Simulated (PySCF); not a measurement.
# C₆H₅F₃: runs on many settings, part 2 of 2

PySCF 2.14.0. Atoms count from 0. Earlier steps stand in the parts before.

## (5) NMR shieldings: PBE0/pcSseg-1

What the job is given:

```
{"job": {"kind": "nmr", "xc": "PBE0", "basis": "pcSseg-1", "pop": true}, "charge": 0, "multiplicity": 1}
C     -2.630796    -0.003848     1.136604
C     -1.344836     0.013803     0.787087
C     -0.927434    -0.051548    -0.588682
C      0.326485    -0.042676    -1.079348
C      1.569626     0.033847    -0.357313
F      1.573165     0.110456     0.988571
C      2.768836     0.033745    -0.956643
F      3.940708     0.101185    -0.343510
F      2.928891    -0.036169    -2.273950
H     -2.938749     0.044803     2.166397
H     -3.416797    -0.067369     0.401377
H     -0.585746     0.078017     1.550401
H     -1.733526    -0.115459    -1.308854
H      0.469495    -0.099259    -2.149282
```

With the program's defaults for keys left out, this is: GIAO PBE0/pcSseg-1 NMR shielding, non-relativistic, gas phase.

The log of the run:

```text
coarse grid: 12880 points
cycle   1  E = -530.2726448622  dE =  1.487e+00  |g| = 8.249e-01  |ddm| = 3.617e+00
cycle   2  E = -529.9691840516  dE =  3.035e-01  |g| = 1.454e+00  |ddm| = 1.641e+00
cycle   3  E = -530.4077301294  dE = -4.385e-01  |g| = 1.365e-01  |ddm| = 1.198e+00
cycle   4  E = -530.4100708040  dE = -2.341e-03  |g| = 1.037e-01  |ddm| = 2.202e-01
cycle   5  E = -530.4125517991  dE = -2.481e-03  |g| = 1.594e-02  |ddm| = 9.261e-02
cycle   6  E = -530.4126051868  dE = -5.339e-05  |g| = 4.871e-03  |ddm| = 1.518e-02
cycle   7  E = -530.4126118478  dE = -6.661e-06  |g| = 1.367e-03  |ddm| = 5.656e-03
final grid: 128920 points
cycle   8  E = -530.4846606735  dE = -4.424e-05  |g| = 7.201e-03  |ddm| = 3.336e-02
cycle   9  E = -530.4846564467  dE =  4.227e-06  |g| = 9.094e-03  |ddm| = 1.261e-02
cycle  10  E = -530.4846725864  dE = -1.614e-05  |g| = 1.207e-03  |ddm| = 6.961e-03
cycle  11  E = -530.4846728274  dE = -2.410e-07  |g| = 1.884e-04  |ddm| = 9.369e-04
cycle  12  E = -530.4846728314  dE = -4.014e-09  |g| = 1.244e-04  |ddm| = 2.277e-04
cycle  13  E = -530.4846728351  dE = -3.646e-09  |g| = 3.097e-05  |ddm| = 1.243e-04
cycle  14  E = -530.4846728353  dE = -2.378e-10  |g| = 6.620e-06  |ddm| = 3.199e-05
converged SCF energy = -530.4846728353

GIAO shielding tensors (ppm)
atom      isotropic    diamagn.    paramagn.     s11        s22        s33       span
  0 C       56.374     252.802    -196.428    -51.668     62.606    158.183    209.850
  1 C       44.828     254.215    -209.387    -71.934     40.774    165.645    237.579
  2 C       48.682     253.017    -204.334    -45.205     45.055    146.197    191.402
  3 C       68.748     257.045    -188.298    -28.688     78.192    156.739    185.427
  4 C       45.816     247.400    -201.584     16.473     39.704     81.270     64.797
  5 F      366.535     475.920    -109.385    306.894    369.054    423.656    116.762
  6 C       17.899     250.536    -232.637    -35.530     32.798     56.428     91.958
  7 F      273.110     468.703    -195.593    251.549    280.430    287.351     35.802
  8 F      286.416     474.253    -187.838    260.546    293.025    305.676     45.130
  9 H       26.033      28.952      -2.919     23.434     25.202     29.464      6.031
 10 H       26.045      30.195      -4.150     22.814     25.590     29.731      6.917
 11 H       24.186      32.442      -8.256     20.718     21.030     30.810     10.092
 12 H       25.382      32.180      -6.797     23.325     23.840     28.982      5.657
 13 H       25.831      31.858      -6.027     22.331     25.316     29.846      7.515
```

Wall time 27 s (1 thread of Intel Xeon Platinum 8488C, shared host); peak memory 0.87 GiB.

Key values: δ C6 169.0, C1 142.1, C4 141.1, C2 138.2, H11 7.53, H12 6.33 ppm.

## (6) Nuclear shieldings: PBE0/aug-cc-pVDZ

Settings changed since step 5:

```diff
@@ -1,2 +1,2 @@
-{"job": {"kind": "nmr", "xc": "PBE0", "basis": "pcSseg-1", "pop": true}, "charge": 0, "multiplicity": 1}
+{"job": {"kind": "nmr", "xc": "PBE0", "basis": "aug-cc-pVDZ", "pop": true, "grid": 4}, "charge": 0, "multiplicity": 1}
 C     -2.630796    -0.003848     1.136604
```

Method: GIAO PBE0/aug-cc-pVDZ NMR shielding, non-relativistic, gas phase.

The log of the run:

```text
coarse grid: 12880 points
cycle   1  E = -530.4619951256  dE =  1.523e+00  |g| = 7.790e-01  |ddm| = 1.973e+01
cycle   2  E = -530.1678923315  dE =  2.941e-01  |g| = 1.384e+00  |ddm| = 6.421e+00
cycle   3  E = -530.5887687473  dE = -4.209e-01  |g| = 1.313e-01  |ddm| = 4.369e+00
cycle   4  E = -530.5912440463  dE = -2.475e-03  |g| = 9.774e-02  |ddm| = 5.875e-01
cycle   5  E = -530.5935303476  dE = -2.286e-03  |g| = 1.517e-02  |ddm| = 2.532e-01
cycle   6  E = -530.5935801628  dE = -4.982e-05  |g| = 4.841e-03  |ddm| = 9.565e-02
cycle   7  E = -530.5935870264  dE = -6.864e-06  |g| = 1.229e-03  |ddm| = 1.765e-02
final grid: 336696 points
cycle   8  E = -530.6020166179  dE = -4.933e-05  |g| = 7.841e-03  |ddm| = 5.020e-01
cycle   9  E = -530.6020098683  dE =  6.750e-06  |g| = 1.029e-02  |ddm| = 9.202e-02
cycle  10  E = -530.6020311306  dE = -2.126e-05  |g| = 1.278e-03  |ddm| = 3.535e-02
cycle  11  E = -530.6020314370  dE = -3.064e-07  |g| = 2.437e-04  |ddm| = 5.553e-03
cycle  12  E = -530.6020314447  dE = -7.739e-09  |g| = 1.608e-04  |ddm| = 1.371e-03
cycle  13  E = -530.6020314518  dE = -7.059e-09  |g| = 3.163e-05  |ddm| = 4.955e-04
cycle  14  E = -530.6020314520  dE = -2.342e-10  |g| = 8.667e-06  |ddm| = 1.397e-04
converged SCF energy = -530.6020314520

GIAO shielding tensors (ppm)
atom      isotropic    diamagn.    paramagn.     s11        s22        s33       span
  0 C       75.414     229.345    -153.931    -23.761     78.811    171.192    194.954
  1 C       61.930     179.487    -117.557    -46.684     57.867    174.606    221.290
  2 C       66.191     218.655    -152.465    -20.649     61.976    157.245    177.894
  3 C       85.012     194.736    -109.724     -5.680     92.913    167.805    173.485
  4 C       63.699     226.855    -163.156     37.804     56.949     96.343     58.539
  5 F      368.505     478.823    -110.318    311.600    360.522    433.394    121.794
  6 C       38.721     251.179    -212.458     -9.372     51.137     74.397     83.770
  7 F      286.230     464.224    -177.994    266.029    293.603    299.058     33.029
  8 F      301.063     469.456    -168.393    282.110    305.836    315.242     33.132
  9 H       26.141      34.230      -8.088     23.627     25.429     29.368      5.742
 10 H       26.114      42.622     -16.508     22.941     25.970     29.430      6.489
 11 H       23.961      26.385      -2.424     20.154     21.120     30.609     10.454
 12 H       25.273      40.373     -15.100     23.069     23.692     29.060      5.991
 13 H       25.682      36.261     -10.579     22.446     24.521     30.078      7.632
```

Run time: 88 s. Hardware: 1 thread of Intel Xeon Platinum 8488C, shared host; peak memory 1 GiB.

This run: δ C6 158.7, C1 135.5, C4 133.7, C2 131.2, H11 7.90, H12 6.59 ppm.

## (7) Run by run: NMR shifts

Shifts (ppm) of some atoms, chosen among heavy atoms and hydrogens apart, with basis size and wall time:

```
             run     C6     C4   H11   H13      F7      F8      F5  functions   time
      HF/cc-pVDZ  155.5  131.8  7.27  5.67   -75.9   -89.5  -158.6        151  7.7 s
   PBE0/pcSseg-1  169.0  141.1  7.53  5.89  -102.2  -115.5  -195.6        178   27 s
PBE0/aug-cc-pVDZ  158.7  133.7  7.90  6.18   -98.2  -113.0  -180.4        252   88 s
```

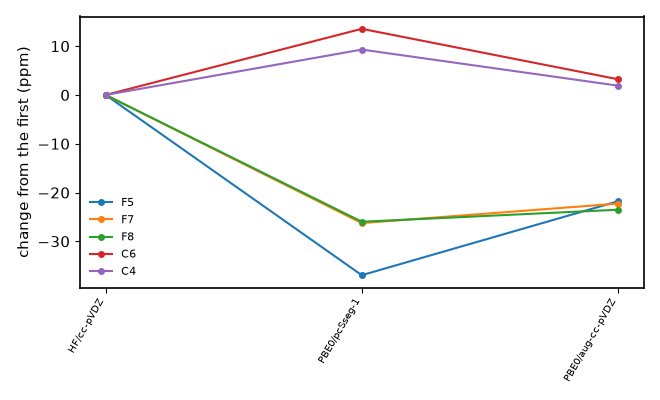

How five of the tabulated atoms move from run to run.

## (8) Results

This closing draws on all 2 parts.

```
                                         quantity                                         value
             lowest singlet (revPBE/ANO-RCC-VDZP)                   4.83 eV (257 nm), f = 0.454
         brightest single state of those computed                   state 3, 5.32 eV, f = 0.924
                                   lowest triplet                                       2.46 eV
              13C shifts against TMS (HF/cc-pVDZ)  155.5, 136.2, 134.3, 131.8, 126.4, 113.5 ppm
               1H shifts against TMS (HF/cc-pVDZ)              7.27, 6.34, 5.67, 5.60, 5.55 ppm
            19F shifts against CFCl3 (HF/cc-pVDZ)                      -75.9, -89.5, -158.6 ppm
largest coupling of the table (BLYP/ANO-RCC-VDZP)                      1J(C,F) C6–F7, -257.5 Hz
                         range of the shift of F5                          -195.6 to -158.6 ppm
```

Single values in the summary come from the first sound run of each kind (revPBE/ANO-RCC-VDZP; HF/cc-pVDZ; BLYP/ANO-RCC-VDZP), which need not be the best level. The first singlet state (HOMO→LUMO 0.39, HOMO−1→LUMO 0.34) lies at 4.83 eV and is bright; of the 3 states computed, the strongest absorption comes from state 3 at 5.32 eV (the last computed, so partners may be missing). The lowest triplet lies 2.37 eV below the lowest singlet. At revPBE/ANO-RCC-VDZP, states above −ε(HOMO) (5.30 eV) lie where TDDFT describes them poorly and they hang on the basis; the brightest is among them. At HF/cc-pVDZ: The largest span, 243 ppm, is at C1, where the paramagnetic term is -183 ppm. In the run at BLYP/ANO-RCC-VDZP, the largest coupling of the table is C6–F7, -257.5 Hz, of which the Fermi-contact term gives -221.0 Hz. Couplings across rotatable bonds belong to this one conformer; where others are populated, the observed values are averages. Density functionals describe couplings to fluorine poorly, F–F couplings above all, so those rows are rough. Across the 3 runs the shift of F5 moves most, between -195.6 (PBE0/pcSseg-1) and -158.6 ppm (HF/cc-pVDZ). Couplings from bases without tight functions are rough.
